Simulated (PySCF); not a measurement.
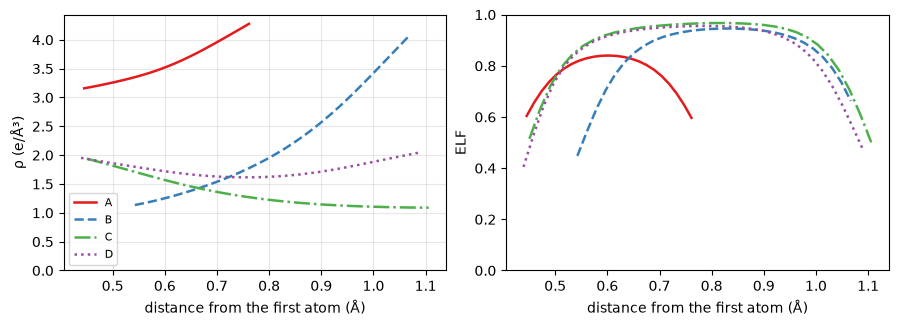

C5H12BN. Total electron density and ELF along straight lines between neighbouring atoms. The curves leave out the atomic cores.

Geometry: GFN2-xTB.

Theory: PySCF, PBE0/pcSseg-1, SCF density, gas phase, non-relativistic.

```tsv
atom	x (Å)	y (Å)	z (Å)
C	1.9237	1.4102	0.9281
N	1.4337	0.7324	0.1401
B	0.7272	-0.1702	-0.7424
C	1.3789	-1.6536	-0.4991
C	-0.8734	-0.0667	-0.3130
C	-1.1456	-0.4221	1.1477
C	-1.4601	1.3104	-0.6226
H	2.3858	2.0359	1.6364
H	0.9071	0.2278	-1.8507
H	1.3715	-1.9488	0.5476
H	0.8166	-2.3976	-1.0560
H	2.4094	-1.6983	-0.8444
H	-1.4018	-0.7974	-0.9337
H	-0.6520	0.2809	1.8189
H	-2.2150	-0.3896	1.3583
H	-0.7885	-1.4229	1.3766
H	-2.5276	1.3368	-0.4028
H	-0.9762	2.0821	-0.0242
H	-1.3236	1.5599	-1.6721
```

### Which curve belongs to which contact (B–N, C–B, C–C and C–N)? The first atom named is at distance zero.

Curve A: C–N (1.15 Å): ρ is about 3.4 e/Å³ halfway; the ELF peaks at about 0.85 between the atoms: a short, multiple covalent bond. Curve B: B–N (1.45 Å): the density is about 1.6 e/Å³ at the midpoint; the ELF peaks at about 0.95 between the atoms: a shared but strongly polarised pair. Curve C: C–B (1.64 Å): ρ is about 1.2 e/Å³ halfway; the ELF peaks at about 0.95 between the atoms (a covalent bond). Curve D: C–C (1.53 Å): ρ at the midpoint is about 1.6 e/Å³; the ELF peaks at about 0.95 between the atoms, as expected for localised, covalent bonding.
